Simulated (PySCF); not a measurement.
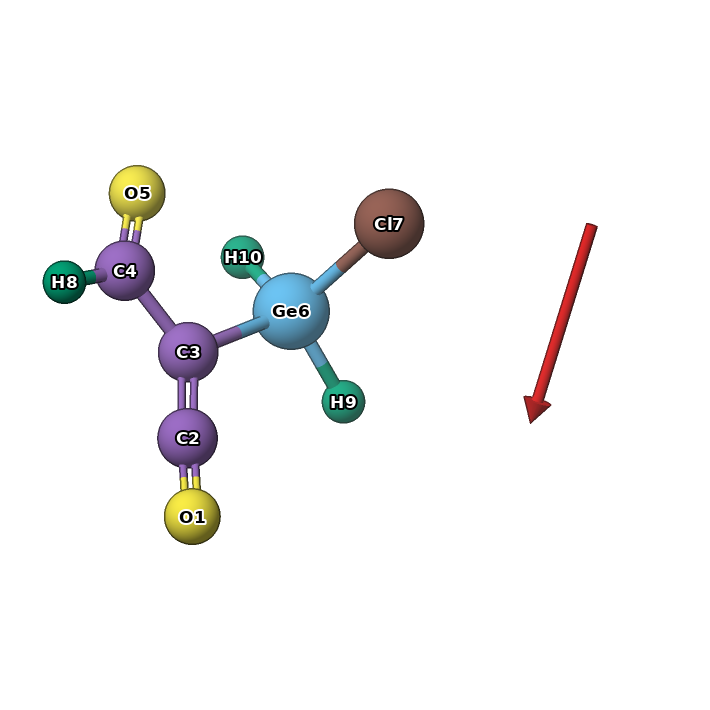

The arrow beside the molecule shows the direction of the dipole moment, from the negative to the positive end (its length means nothing). The computed structure is the end point of a GFN2-xTB optimisation. No frequency run is at hand to confirm it as a minimum. Properties computed with B3LYP/def2-SVPD, gas phase (PySCF 2.14.0).

> Estimate the dipole moment.

2.24 D; it points from the side of Cl7 to the side of O1 (the outermost atoms at the two ends).

The geometry is semi-empirical. Around Ge such bond lengths and angles can be off by a tenth of an ångström or more and by several degrees, and values that hang on the shape move with them.
